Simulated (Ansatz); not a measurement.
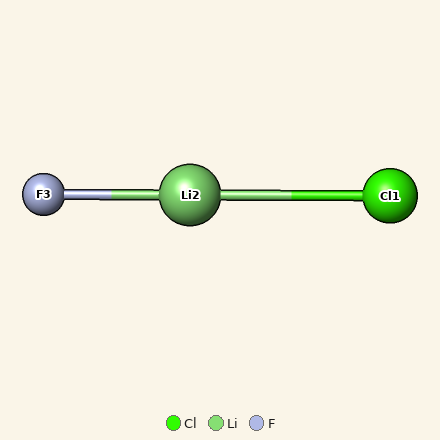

The system is Cl + LiF, spin multiplicity 2; the picture shows the reference structure. 
- First axis: distance Cl1–Li2. Second axis: distance Li2–F3.
- Nothing is relaxed (the angle Cl1–Li2–F3 is fixed at 180 degrees).
- The grid has 11 × 11 points. At 24 points there is no value.
- Energies are in kJ/mol, from Cl far from the relaxed LiF (each part in its own basis).
- All numbers below come from UKS PBE0-D4/def2-SVPD in Ansatz.

Its coordinates:

```xyz
3

Cl   -2.3260    0.0000    0.0000
Li    0.0000    0.0000    0.0000
F     1.7010    0.0000    0.0000
```

Range: distance Cl1–Li2 from 1.840 to 3.440 Å; distance Li2–F3 from 1.504 to 3.104 Å.

**Predict the map.**

The lowest grid point is at distance Cl1–Li2 = 2.326 Å, distance Li2–F3 = 1.701 Å, −45 kJ/mol from Cl far from the relaxed LiF (each part in its own basis). The energy also falls towards the edge at distance Cl1–Li2 = 3.440 Å, distance Li2–F3 = 1.584 Å (32 kJ/mol above the lowest), where a further well may lie outside the range. The highest grid point, distance Cl1–Li2 = 3.440 Å, distance Li2–F3 = 3.104 Å, lies 232 kJ/mol above the lowest.

| distance Li2–F3 ↓, distance Cl1–Li2 → | 1.840 | 1.920 | 2.037 | 2.174 | 2.326 | 2.490 | 2.664 | 2.846 | 3.037 | 3.235 | 3.440 |
| --- | --- | --- | --- | --- | --- | --- | --- | --- | --- | --- | --- |
| 3.104 | 99 | 80 | 68 | 68 | 78 | 95 | 115 | 134 | 153 | 171 | 187 |
| 2.899 | 92 | – | 60 | – | 68 | 84 | 103 | – | 138 | – | 169 |
| 2.701 | 84 | 65 | 50 | 48 | 56 | 70 | 88 | 105 | 120 | 135 | 149 |
| 2.510 | 74 | – | 38 | – | 41 | – | 70 | – | 100 | – | 125 |
| 2.328 | 61 | 39 | 23 | 18 | 23 | 34 | 48 | 63 | 77 | 88 | 98 |
| 2.154 | 46 | – | 6 | – | 2 | – | 24 | – | 50 | – | 69 |
| 1.990 | 31 | 8 | −12 | −20 | −18 | −10 | 0 | 12 | 22 | 31 | 39 |
| 1.838 | 19 | – | −26 | – | −35 | – | −20 | – | −2 | – | 12 |
| 1.701 | 14 | −11 | −32 | −43 | −45 | −40 | −33 | −25 | −18 | −12 | −7 |
| 1.584 | 21 | – | −27 | – | −42 | – | −34 | – | −21 | – | −12 |
| 1.504 | 36 | 10 | −13 | −26 | −30 | −29 | −24 | −19 | −13 | −9 | −6 |

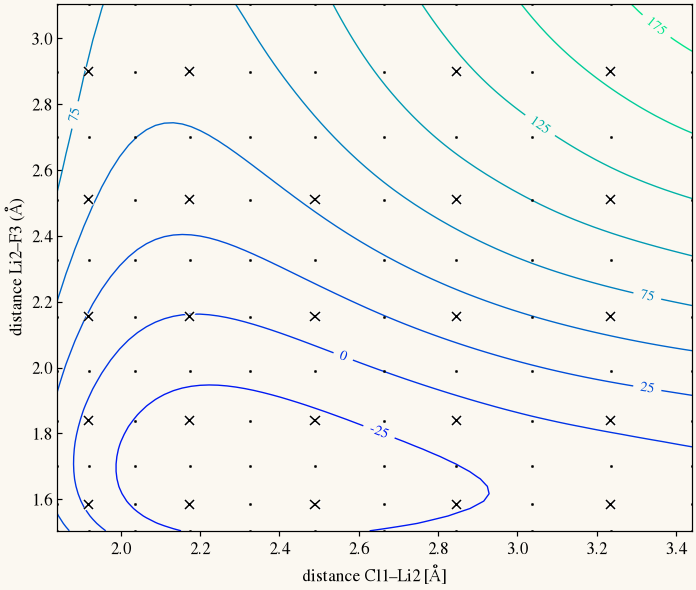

The picture shows contour lines labelled in kJ/mol, crosses at grid points without a value, dots at the grid points. Between grid points the surface is interpolated.

Time for the 97 points that were run: 14 min on 1 thread of Arm Neoverse V2, on a shared host.
